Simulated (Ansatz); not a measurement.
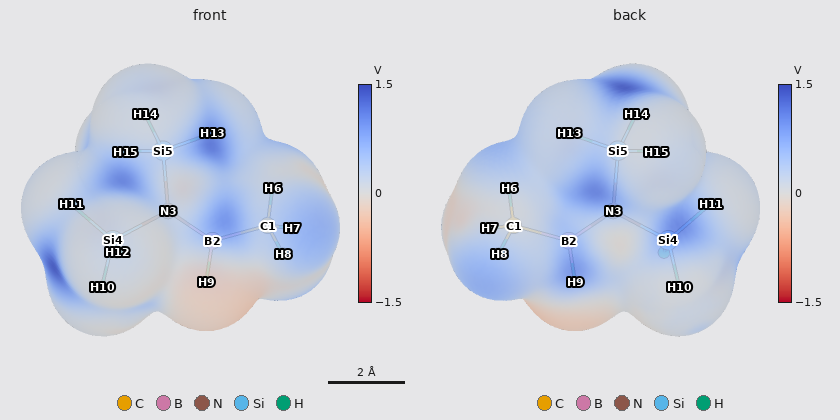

Figure. CH10BNSi2 (SMILES CBN([SiH3])[SiH3]). The molecular electrostatic potential painted on the density surface at 0.002 e/bohr³, seen from the front and from behind; the colour scale runs from red (negative) to blue (positive).

Geometry: PBE0-D4/def2-TZVP.

Computed with RKS PBE0-D4/def2-TZVPP in Ansatz.

Input file:

```
crystal:
  periodic: [false, false, false]
  atoms:
    - {symbol: C, position_ang: [0.513120, 1.629107, -1.488819]}
    - {symbol: B, position_ang: [-0.320237, 0.400460, -0.999823]}
    - {symbol: N, position_ang: [-0.151506, -0.315045, 0.214947]}
    - {symbol: Si, position_ang: [-1.262562, -1.658401, 0.414877]}
    - {symbol: Si, position_ang: [1.005739, -0.009061, 1.488232]}
    - {symbol: H, position_ang: [1.312529, 1.964603, -0.827709]}
    - {symbol: H, position_ang: [0.948968, 1.400146, -2.468303]}
    - {symbol: H, position_ang: [-0.161677, 2.474103, -1.669167]}
    - {symbol: H, position_ang: [-1.206832, 0.000145, -1.720253]}
    - {symbol: H, position_ang: [-2.666914, -1.182935, 0.470257]}
    - {symbol: H, position_ang: [-0.924292, -2.325282, 1.702213]}
    - {symbol: H, position_ang: [-1.114483, -2.636500, -0.690348]}
    - {symbol: H, position_ang: [1.791350, 1.213643, 1.204382]}
    - {symbol: H, position_ang: [1.929150, -1.166067, 1.621705]}
    - {symbol: H, position_ang: [0.285847, 0.160384, 2.777208]}
basis:
  gaussian: {orbitals: def2-TZVPP}
hamiltonian: {xc: pbe0, dispersion: d4}
output: {orbitals: {seedname: orbitals}}
```

Command:

```sh
ansatz run in.yaml --threads 2 --pin off --events-out ev --progress --plain --max-ram 32768MiB --backend cuda --devices 0, --max-vram 18GiB
```

Question: Where is the surface potential most negative and most positive?

Answer: The most negative region (about −0.3 V) lies over H9, the most positive (about +1.3 V, or +30 kcal/mol for a unit charge) over Si4 and Si5.
